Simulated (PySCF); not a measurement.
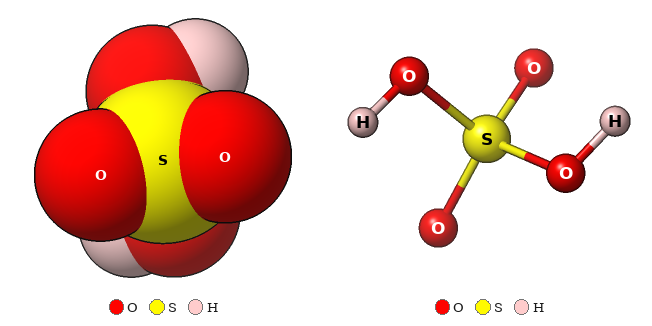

Both panels show the same species.

The computed structure is the end point of a PBE0-D3(BJ)/def2-SVP optimisation. No frequency run is at hand to confirm it as a minimum.

Count the atoms of each element.

H₂O₄S, 7 atoms: 2 hydrogen, 4 oxygen and 1 sulfur.

How many bonds of each kind are drawn?

4 O–S, 2 O–H.

Does it have rings?

It has no ring.

Write the SMILES.

O=S(=O)(O)O

More results for the same structure follow; atom numbers are the same in all pictures, views and colours differ.

**Shape**

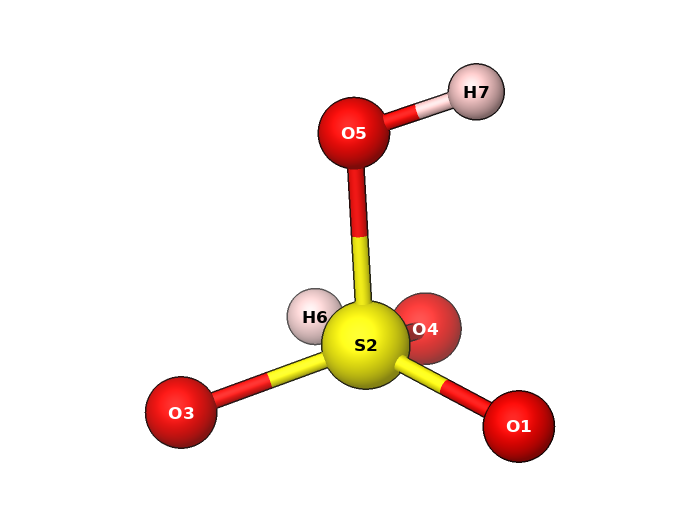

O4 lies behind S2. The molecule seen a little off the S2–O4 bond, S2 in front. Depth is shown by fading: the farther an atom, the more it takes the colour of the background. No frequency run is at hand to confirm it as a minimum.

What is the torsion angle O5–S2–O4–H6? The sign is positive where the front bond must turn clockwise to cover the back bond.

−87°, about perpendicular.

**Levels of theory compared**

No frequency run is at hand to confirm it as a minimum. Program: PySCF 2.14.0.

At this fixed geometry, give HOMO–LUMO gap (eV), dipole (D) at these levels: BHandHLYP/aug-pcX-1 (pcseg-1 on H) (def2-SVPD on S); CAM-B3LYP/def2-SVPD; CAM-B3LYP/def2-SVPD in acetone (IEF-PCM); PBE0/pcSseg-1 in acetone (IEF-PCM).

```tsv
level	HOMO–LUMO gap (eV)	dipole (D)
BHandHLYP/aug-pcX-1 (pcseg-1 on H) (def2-SVPD on S)	11.28	3.13
CAM-B3LYP/def2-SVPD	11.32	3.09
CAM-B3LYP/def2-SVPD in acetone (IEF-PCM)	11.75	3.86
PBE0/pcSseg-1 in acetone (IEF-PCM)	10.41	3.69
```

**NMR shielding**

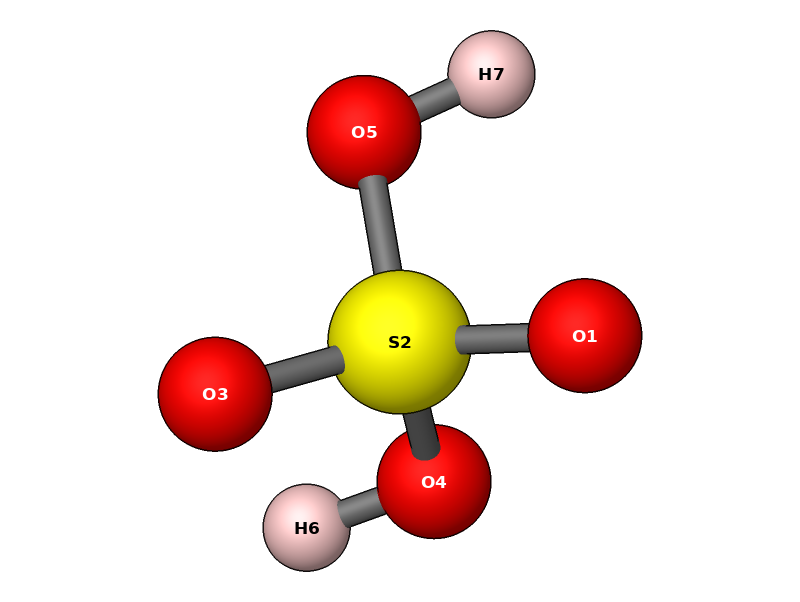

No frequency run is at hand to confirm it as a minimum. Level of theory: GIAO PBE0/pcSseg-1 NMR shielding, non-relativistic, IEF-PCM acetone (PySCF 2.14.0). Principal shieldings σ11 ≤ σ22 ≤ σ33, span Ω = σ33 − σ11, skew κ = 3(σiso − σ22)/Ω.

Give the shielding tensors of the O atoms.

```tsv
atom	σ11	σ22	σ33	σiso	Ω	κ
O1, O3	63.4	107.3	154.8	108.5	91.5	0.04
O4	13.8	70.9	279.9	121.5	266.2	0.57
O5	14.0	73.9	278.1	122.0	264.0	0.55
```

Shieldings and span in ppm.

**Charges**

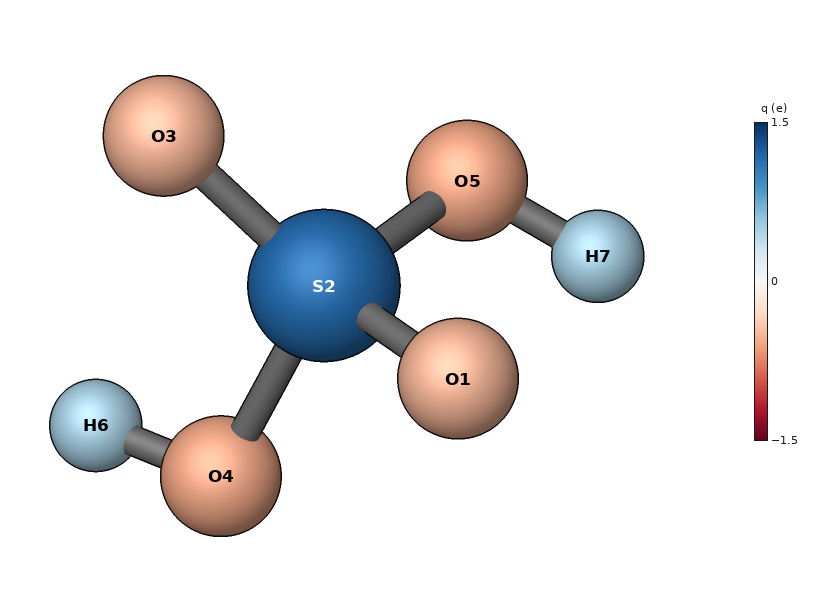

Atoms are coloured by their ESP-fitted charges. No frequency run is at hand to confirm it as a minimum. Level of theory: PBE0/pcSseg-1 in acetone (IEF-PCM) (PySCF 2.14.0).

Give the ESP-fitted charges atom by atom.

```tsv
atom	value (e)
O1	−0.50
S2	1.15
O3	−0.50
O4	−0.57
O5	−0.57
H6	0.49
H7	0.49
```
